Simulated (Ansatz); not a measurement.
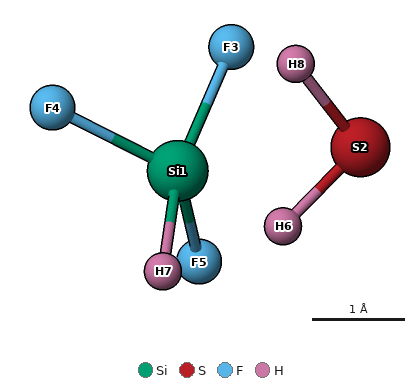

Fig. 1: The starting structure (ball-and-stick view, seen at a tilt; atoms are numbered from 1 in the order of the input). Bond lengths as drawn: F–Si 1.59 to 1.65 Å, H–S 1.21 to 1.36 Å and H–Si 1.48 Å.

Geometry relaxation of SiH3SF3 (part 1 of 2)

SiH3SF3, computed with RKS PBE0-D4/def2-TZVP (Ansatz 0.2.0).

The geometry is a transition state displaced along its imaginary mode. The reaction was set up to form Si1–H7 and S2–H6 and to break Si1–S2 and H6–H7 (atoms counted from 1 in the order of the input); sticks are drawn by distance alone. Figures and captions count atoms from 1; the log counts them from 0 in places.

## The program's output
```
Functional definition: PBE0
  name "PBE0"
  cite "Adamo & Barone, J. Chem. Phys. 110, 6158 (1999) doi:10.1063/1.478522"
  cite "Perdew, Burke & Ernzerhof, Phys. Rev. Lett. 77, 3865 (1996) doi:10.1103/PhysRevLett.77.3865"
  parent pbe
  parameter a = 0.25
  parameter kappa = 0.804
  parameter beta = 0.06672455060314922
  exchange = (1 - a)*pbe_x(kappa = kappa, mu = beta*pi^2/3) + a*exact_x
  correlation = pbe_c(beta = beta)
1139 factors; their error is unknown
mean field evaluation 1: about -26901.2580 eV, gradient 5.4e1 eV
mean field evaluation 2: about -26896.8719 eV, gradient 8.0e1 eV
mean field evaluation 4: about -26905.2573 eV, gradient 1.3e0 eV
mean field evaluation 8: about -26905.2637 eV, gradient 4.0e-2 eV
mean field evaluation 16: about -26905.3508 eV, gradient 2.4e-4 eV
mean field -26905.35076598 eV, -988.7534035480 hartree, gradient 1.7e-5 eV, S^2 0.000000; 0 other end points of the search recorded, 0 dependent functions left out
the calculation of the forces begins
reference -26905.35079122 eV, -988.7534044756 hartree; 30, 30 occupied and 155, 155 virtual orbitals, 1139 factors
relax step   1: F+E_penalty+E_count = -26905.49480647 eV  Δ(F+E_penalty+E_count) = +0.000e0 eV  max|allowed force component| = 4.968e0 eV/Å  Δτ_max = 0.0000 Å  (27 SCF iters, accepted)
these checks for a lower state are left out or cut short: starts, cluster_reference, orbital_swaps, neighbouring_geometries, increment
1139 factors; their error is unknown
mean field -26905.96073959 eV, -988.7758196646 hartree, gradient 2.3e-5 eV, S^2 0.000000; 0 other end points of the search recorded, 0 dependent functions left out
[... from here on the field's lines of each further geometry are left out, up to the last ...]
relax step   2: F+E_penalty+E_count = -26906.10278392 eV  Δ(F+E_penalty+E_count) = -6.080e-1 eV  max|allowed force component| = 1.335e0 eV/Å  Δτ_max = 0.1950 Å  (29 SCF iters, accepted)
relax step   3: F+E_penalty+E_count = -26906.35715122 eV  Δ(F+E_penalty+E_count) = -2.544e-1 eV  max|allowed force component| = 5.466e-1 eV/Å  Δτ_max = 0.1950 Å  (30 SCF iters, accepted)
relax step   4: F+E_penalty+E_count = -26906.55525223 eV  Δ(F+E_penalty+E_count) = -1.981e-1 eV  max|allowed force component| = 5.407e-1 eV/Å  Δτ_max = 0.1950 Å  (30 SCF iters, accepted)
relax step   5: F+E_penalty+E_count = -26906.79910333 eV  Δ(F+E_penalty+E_count) = -2.439e-1 eV  max|allowed force component| = 6.061e-1 eV/Å  Δτ_max = 0.1952 Å  (29 SCF iters, accepted)
relax step   6: F+E_penalty+E_count = -26907.12411143 eV  Δ(F+E_penalty+E_count) = -3.250e-1 eV  max|allowed force component| = 5.670e-1 eV/Å  Δτ_max = 0.1979 Å  (35 SCF iters, accepted)
relax step   7: F+E_penalty+E_count = -26907.36661458 eV  Δ(F+E_penalty+E_count) = -2.425e-1 eV  max|allowed force component| = 4.529e-1 eV/Å  Δτ_max = 0.2000 Å  (29 SCF iters, accepted)
relax step   8: F+E_penalty+E_count = -26907.47790176 eV  Δ(F+E_penalty+E_count) = -1.113e-1 eV  max|allowed force component| = 1.837e-1 eV/Å  Δτ_max = 0.1947 Å  (29 SCF iters, accepted)
relax step   9: F+E_penalty+E_count = -26907.50842336 eV  Δ(F+E_penalty+E_count) = -3.052e-2 eV  max|allowed force component| = 7.671e-2 eV/Å  Δτ_max = 0.1995 Å  (28 SCF iters, accepted)
relax step  10: F+E_penalty+E_count = -26907.51658145 eV  Δ(F+E_penalty+E_count) = -8.158e-3 eV  max|allowed force component| = 3.838e-1 eV/Å  Δτ_max = 0.1998 Å  (29 SCF iters, accepted)
relax step  11: F+E_penalty+E_count = -26907.50840957 eV  Δ(F+E_penalty+E_count) = +8.172e-3 eV  max|allowed force component| = 7.322e-1 eV/Å  Δτ_max = 0.1912 Å  (29 SCF iters, rejected (line search))
relax step  12: F+E_penalty+E_count = -26907.52414471 eV  Δ(F+E_penalty+E_count) = -7.563e-3 eV  max|allowed force component| = 6.940e-2 eV/Å  Δτ_max = 0.0956 Å  (30 SCF iters, accepted)
relax step  13: F+E_penalty+E_count = -26907.52869358 eV  Δ(F+E_penalty+E_count) = -4.549e-3 eV  max|allowed force component| = 6.653e-2 eV/Å  Δτ_max = 0.1000 Å  (29 SCF iters, accepted)
relax step  14: F+E_penalty+E_count = -26907.51344825 eV  Δ(F+E_penalty+E_count) = +1.525e-2 eV  max|allowed force component| = 7.799e-1 eV/Å  Δτ_max = 0.1464 Å  (35 SCF iters, rejected (line search))
relax step  15: F+E_penalty+E_count = -26907.53255646 eV  Δ(F+E_penalty+E_count) = -3.863e-3 eV  max|allowed force component| = 4.316e-2 eV/Å  Δτ_max = 0.0714 Å  (29 SCF iters, accepted)
relax step  16: F+E_penalty+E_count = -26907.53650463 eV  Δ(F+E_penalty+E_count) = -3.948e-3 eV  max|allowed force component| = 1.651e-1 eV/Å  Δτ_max = 0.0733 Å  (28 SCF iters, accepted)
relax step  17: F+E_penalty+E_count = -26907.54066820 eV  Δ(F+E_penalty+E_count) = -4.164e-3 eV  max|allowed force component| = 2.512e-1 eV/Å  Δτ_max = 0.1099 Å  (29 SCF iters, accepted)
relax step  18: F+E_penalty+E_count = -26907.54622056 eV  Δ(F+E_penalty+E_count) = -5.552e-3 eV  max|allowed force component| = 2.640e-1 eV/Å  Δτ_max = 0.1116 Å  (28 SCF iters, accepted)
relax step  19: F+E_penalty+E_count = -26907.55287676 eV  Δ(F+E_penalty+E_count) = -6.656e-3 eV  max|allowed force component| = 3.070e-1 eV/Å  Δτ_max = 0.1600 Å  (28 SCF iters, accepted)
relax step  20: F+E_penalty+E_count = -26907.55882404 eV  Δ(F+E_penalty+E_count) = -5.947e-3 eV  max|allowed force component| = 3.923e-1 eV/Å  Δτ_max = 0.1762 Å  (29 SCF iters, accepted)
relax step  21: F+E_penalty+E_count = -26907.56712013 eV  Δ(F+E_penalty+E_count) = -8.296e-3 eV  max|allowed force component| = 3.260e-1 eV/Å  Δτ_max = 0.1453 Å  (29 SCF iters, accepted)
relax step  22: F+E_penalty+E_count = -26907.57203807 eV  Δ(F+E_penalty+E_count) = -4.918e-3 eV  max|allowed force component| = 2.094e-1 eV/Å  Δτ_max = 0.0964 Å  (30 SCF iters, accepted)
relax step  23: F+E_penalty+E_count = -26907.57581369 eV  Δ(F+E_penalty+E_count) = -3.776e-3 eV  max|allowed force component| = 8.862e-2 eV/Å  Δτ_max = 0.0522 Å  (29 SCF iters, accepted)
relax step  24: F+E_penalty+E_count = -26907.57656646 eV  Δ(F+E_penalty+E_count) = -7.528e-4 eV  max|allowed force component| = 3.977e-2 eV/Å  Δτ_max = 0.0553 Å  (29 SCF iters, accepted)
relax step  25: F+E_penalty+E_count = -26907.57707477 eV  Δ(F+E_penalty+E_count) = -5.083e-4 eV  max|allowed force component| = 1.094e-1 eV/Å  Δτ_max = 0.0710 Å  (29 SCF iters, accepted)
relax step  26: F+E_penalty+E_count = -26907.57773186 eV  Δ(F+E_penalty+E_count) = -6.571e-4 eV  max|allowed force component| = 7.549e-2 eV/Å  Δτ_max = 0.0254 Å  (30 SCF iters, accepted)
relax step  27: F+E_penalty+E_count = -26907.57869715 eV  Δ(F+E_penalty+E_count) = -9.653e-4 eV  max|allowed force component| = 8.530e-2 eV/Å  Δτ_max = 0.0782 Å  (29 SCF iters, accepted)
relax step  28: F+E_penalty+E_count = -26907.57917903 eV  Δ(F+E_penalty+E_count) = -4.819e-4 eV  max|allowed force component| = 1.348e-1 eV/Å  Δτ_max = 0.0650 Å  (29 SCF iters, accepted)
relax step  29: F+E_penalty+E_count = -26907.58022690 eV  Δ(F+E_penalty+E_count) = -1.048e-3 eV  max|allowed force component| = 8.653e-2 eV/Å  Δτ_max = 0.0332 Å  (29 SCF iters, accepted)
relax step  30: F+E_penalty+E_count = -26907.58132896 eV  Δ(F+E_penalty+E_count) = -1.102e-3 eV  max|allowed force component| = 7.458e-2 eV/Å  Δτ_max = 0.0878 Å  (29 SCF iters, accepted)
relax step  31: F+E_penalty+E_count = -26907.57340173 eV  Δ(F+E_penalty+E_count) = +7.927e-3 eV  max|allowed force component| = 5.800e-1 eV/Å  Δτ_max = 0.1485 Å  (29 SCF iters, rejected (line search))
relax step  32: F+E_penalty+E_count = -26907.58183052 eV  Δ(F+E_penalty+E_count) = -5.016e-4 eV  max|allowed force component| = 2.391e-2 eV/Å  Δτ_max = 0.0500 Å  (29 SCF iters, accepted)
relax step  33: F+E_penalty+E_count = -26907.58318614 eV  Δ(F+E_penalty+E_count) = -1.356e-3 eV  max|allowed force component| = 1.059e-2 eV/Å  Δτ_max = 0.0561 Å  (29 SCF iters, accepted)
relax step  34: F+E_penalty+E_count = -26907.58055145 eV  Δ(F+E_penalty+E_count) = +2.635e-3 eV  max|allowed force component| = 3.864e-1 eV/Å  Δτ_max = 0.1490 Å  (30 SCF iters, rejected (line search))
relax step  35: F+E_penalty+E_count = -26907.58375940 eV  Δ(F+E_penalty+E_count) = -5.733e-4 eV  max|allowed force component| = 8.362e-2 eV/Å  Δτ_max = 0.0497 Å  (29 SCF iters, accepted)
relax step  36: F+E_penalty+E_count = -26907.58468525 eV  Δ(F+E_penalty+E_count) = -9.258e-4 eV  max|allowed force component| = 9.929e-2 eV/Å  Δτ_max = 0.0733 Å  (29 SCF iters, accepted)
relax step  37: F+E_penalty+E_count = -26907.58524919 eV  Δ(F+E_penalty+E_count) = -5.639e-4 eV  max|allowed force component| = 1.312e-1 eV/Å  Δτ_max = 0.0459 Å  (29 SCF iters, accepted)
relax step  38: F+E_penalty+E_count = -26907.58536217 eV  Δ(F+E_penalty+E_count) = -1.130e-4 eV  max|allowed force component| = 2.211e-1 eV/Å  Δτ_max = 0.0687 Å  (29 SCF iters, accepted)
relax step  39: F+E_penalty+E_count = -26907.58635287 eV  Δ(F+E_penalty+E_count) = -9.907e-4 eV  max|allowed force component| = 2.168e-1 eV/Å  Δτ_max = 0.0568 Å  (29 SCF iters, accepted)
relax step  40: F+E_penalty+E_count = -26907.58844012 eV  Δ(F+E_penalty+E_count) = -2.087e-3 eV  max|allowed force component| = 8.813e-3 eV/Å  Δτ_max = 0.0472 Å  (29 SCF iters, accepted)
relax step  41: F+E_penalty+E_count = -26907.58720954 eV  Δ(F+E_penalty+E_count) = +1.231e-3 eV  max|allowed force component| = 1.506e-1 eV/Å  Δτ_max = 0.0112 Å  (30 SCF iters, rejected (line search))
relax step  42: F+E_penalty+E_count = -26907.58852947 eV  Δ(F+E_penalty+E_count) = -8.934e-5 eV  max|allowed force component| = 7.932e-3 eV/Å  Δτ_max = 0.0056 Å  (30 SCF iters, accepted)
relax step  43: F+E_penalty+E_count = -26907.58931320 eV  Δ(F+E_penalty+E_count) = -7.837e-4 eV  max|allowed force component| = 1.683e-1 eV/Å  Δτ_max = 0.0995 Å  (29 SCF iters, accepted)
relax step  44: F+E_penalty+E_count = -26907.59042971 eV  Δ(F+E_penalty+E_count) = -1.117e-3 eV  max|allowed force component| = 8.065e-2 eV/Å  Δτ_max = 0.0432 Å  (29 SCF iters, accepted)
relax step  45: F+E_penalty+E_count = -26907.59065891 eV  Δ(F+E_penalty+E_count) = -2.292e-4 eV  max|allowed force component| = 1.810e-1 eV/Å  Δτ_max = 0.0979 Å  (29 SCF iters, accepted)
relax step  46: F+E_penalty+E_count = -26907.59157922 eV  Δ(F+E_penalty+E_count) = -9.203e-4 eV  max|allowed force component| = 1.977e-1 eV/Å  Δτ_max = 0.0533 Å  (29 SCF iters, accepted)
relax step  47: F+E_penalty+E_count = -26907.59316878 eV  Δ(F+E_penalty+E_count) = -1.590e-3 eV  max|allowed force component| = 7.173e-3 eV/Å  Δτ_max = 0.0461 Å  (29 SCF iters, accepted)
relax step  48: F+E_penalty+E_count = -26907.59091269 eV  Δ(F+E_penalty+E_count) = +2.256e-3 eV  max|allowed force component| = 2.310e-1 eV/Å  Δτ_max = 0.0101 Å  (30 SCF iters, rejected (line search))
relax step  49: F+E_penalty+E_count = -26907.59324172 eV  Δ(F+E_penalty+E_count) = -7.294e-5 eV  max|allowed force component| = 6.679e-3 eV/Å  Δτ_max = 0.0051 Å  (23 SCF iters, accepted)
relax step  50: F+E_penalty+E_count = -26907.59386682 eV  Δ(F+E_penalty+E_count) = -6.251e-4 eV  max|allowed force component| = 1.604e-1 eV/Å  Δτ_max = 0.0980 Å  (29 SCF iters, accepted)
relax step  51: F+E_penalty+E_count = -26907.59473440 eV  Δ(F+E_penalty+E_count) = -8.676e-4 eV  max|allowed force component| = 5.603e-2 eV/Å  Δτ_max = 0.0281 Å  (30 SCF iters, accepted)
relax step  52: F+E_penalty+E_count = -26907.59544078 eV  Δ(F+E_penalty+E_count) = -7.064e-4 eV  max|allowed force component| = 8.853e-2 eV/Å  Δτ_max = 0.0788 Å  (29 SCF iters, accepted)
relax step  53: F+E_penalty+E_count = -26907.59602521 eV  Δ(F+E_penalty+E_count) = -5.844e-4 eV  max|allowed force component| = 1.120e-1 eV/Å  Δτ_max = 0.0744 Å  (29 SCF iters, accepted)
relax step  54: F+E_penalty+E_count = -26907.59559349 eV  Δ(F+E_penalty+E_count) = +4.317e-4 eV  max|allowed force component| = 1.837e-1 eV/Å  Δτ_max = 0.0585 Å  (29 SCF iters, rejected (line search))
relax step  55: F+E_penalty+E_count = -26907.59682346 eV  Δ(F+E_penalty+E_count) = -7.982e-4 eV  max|allowed force component| = 2.547e-2 eV/Å  Δτ_max = 0.0286 Å  (29 SCF iters, accepted)
relax step  56: F+E_penalty+E_count = -26907.59720386 eV  Δ(F+E_penalty+E_count) = -3.804e-4 eV  max|allowed force component| = 8.172e-2 eV/Å  Δτ_max = 0.0649 Å  (29 SCF iters, accepted)
relax step  57: F+E_penalty+E_count = -26907.59748778 eV  Δ(F+E_penalty+E_count) = -2.839e-4 eV  max|allowed force component| = 8.203e-2 eV/Å  Δτ_max = 0.0501 Å  (29 SCF iters, accepted)
relax step  58: F+E_penalty+E_count = -26907.59774090 eV  Δ(F+E_penalty+E_count) = -2.531e-4 eV  max|allowed force component| = 5.179e-2 eV/Å  Δτ_max = 0.0259 Å  (30 SCF iters, accepted)
relax step  59: F+E_penalty+E_count = -26907.59795100 eV  Δ(F+E_penalty+E_count) = -2.101e-4 eV  max|allowed force component| = 1.318e-2 eV/Å  Δτ_max = 0.0364 Å  (29 SCF iters, accepted)
relax step  60: F+E_penalty+E_count = -26907.59801480 eV  Δ(F+E_penalty+E_count) = -6.380e-5 eV  max|allowed force component| = 2.783e-2 eV/Å  Δτ_max = 0.0401 Å  (29 SCF iters, accepted)
relax step  61: F+E_penalty+E_count = -26907.59803488 eV  Δ(F+E_penalty+E_count) = -2.008e-5 eV  max|allowed force component| = 1.976e-2 eV/Å  Δτ_max = 0.0088 Å  (30 SCF iters, accepted)
relax step  62: F+E_penalty+E_count = -26907.59805831 eV  Δ(F+E_penalty+E_count) = -2.343e-5 eV  max|allowed force component| = 1.603e-2 eV/Å  Δτ_max = 0.0068 Å  (30 SCF iters, accepted)
relax step  63: F+E_penalty+E_count = -26907.59807384 eV  Δ(F+E_penalty+E_count) = -1.553e-5 eV  max|allowed force component| = 5.161e-3 eV/Å  Δτ_max = 0.0083 Å  (30 SCF iters, accepted)
relax step  64: F+E_penalty+E_count = -26907.59807649 eV  Δ(F+E_penalty+E_count) = -2.644e-6 eV  max|allowed force component| = 3.667e-3 eV/Å  Δτ_max = 0.0060 Å  (30 SCF iters, accepted)
the calculation of the forces begins
reference -26907.46853150 eV, -988.8312299952 hartree; 30, 30 occupied and 155, 155 virtual orbitals, 1139 factors
relax step  65: F+E_penalty+E_count = -26907.59807679 eV  Δ(F+E_penalty+E_count) = -3.070e-7 eV  max|allowed force component| = 4.216e-3 eV/Å  Δτ_max = 0.0081 Å  (29 SCF iters, accepted)
1139 factors; their error is unknown
mean field evaluation 480: about -26907.4685 eV, gradient 6.0e-3 eV
```

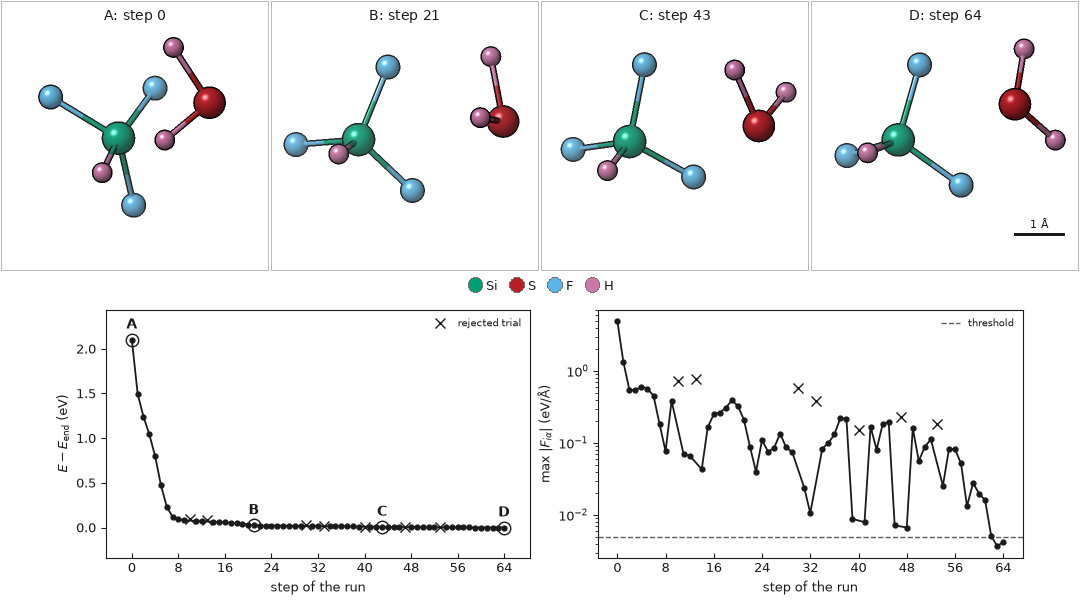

Fig. 2: Frames of the relaxation (ball-and-stick view, seen at a tilt) above the curves, on which the letters mark them (the first geometry is step 0 here and step 1 in the log).
